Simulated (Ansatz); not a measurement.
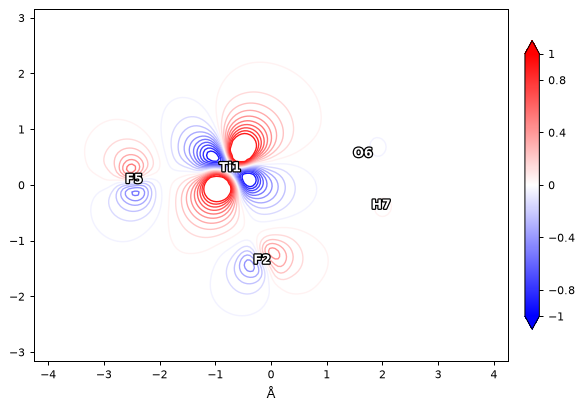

The picture shows: F4HOTi (doublet). One frontier orbital on the plane of atoms Ti1, O6 and H7 (values in Å⁻³ᐟ²; the overall sign is arbitrary).

All numbers below come from Ansatz, UKS B3LYP-D4/def2-SVP.

```xyz
7

Ti   -0.1290   -0.2148    0.4798
F    -0.8851   -1.4111    1.5247
F     1.6155   -0.2218    0.5000
F    -0.9182    1.3404    0.4512
F    -0.4841   -0.8397   -1.1001
O     0.3464    0.6118    2.6818
H    -0.0579   -0.0658    3.2716
```

**Which orbital is it: HOMO (α) or LUMO (α)?**

The LUMO (α), at −3.00 eV. By Hirshfeld shares it lies mainly on Ti1 (about 80 %), F5 (about 5 %) and F2 (about 5 %).
